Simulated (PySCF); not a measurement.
```tsv
atom	x (Å)	y (Å)	z (Å)
C	2.9671	0.2968	-0.0026
C	1.6215	-0.3971	-0.1579
F	1.7703	-1.7151	0.2454
C	0.5294	0.2698	0.6744
C	-0.8977	-0.0976	0.2578
C	-1.2210	-1.5636	0.4982
C	-1.3334	0.4475	-1.1174
C	-2.3177	1.3015	-0.3183
O	-1.8466	0.7710	0.9184
H	3.2340	0.3586	1.0494
H	2.9200	1.2985	-0.4191
H	3.7359	-0.2683	-0.5238
H	1.3335	-0.4516	-1.2167
H	0.6662	-0.0006	1.7231
H	0.6378	1.3525	0.5915
H	-1.0378	-1.8171	1.5388
H	-0.6032	-2.1963	-0.1324
H	-2.2689	-1.7503	0.2767
H	-1.7854	-0.2868	-1.7785
H	-0.5726	1.0093	-1.6539
H	-3.3759	1.0753	-0.4778
H	-2.1660	2.3832	-0.3768
```

Geometry: GFN2-xTB.

All numbers below come from PBE0/pcSseg-1, SCF density, gas phase, non-relativistic (PySCF).

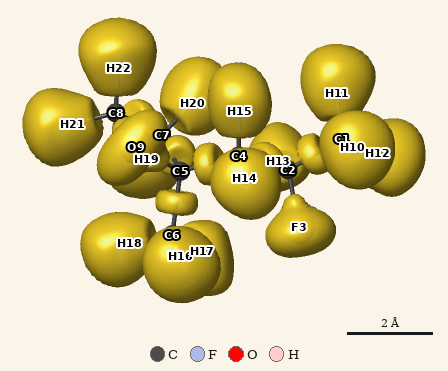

C$_{7}$H$_{13}$FO. Isosurface of the electron localisation function at 0.75 (yellow), seen across its widest extent. Core shells and regions of very low density are left out.

Where are the electrons localised?

The surface consists of six regions between bonded C–C atoms (shared pairs), 13 regions around hydrogen nuclei, one region on F in which the atom's valence shell and bonds are merged and one region on O in which the atom's valence shell and bonds are merged.

Values along the shortest contacts:
C–F (1.39 Å): the ELF peaks at about 0.85 between the atoms; a polar covalent bond. C–O (1.43 Å): the ELF peaks at about 0.90 between the atoms (a polar covalent bond).
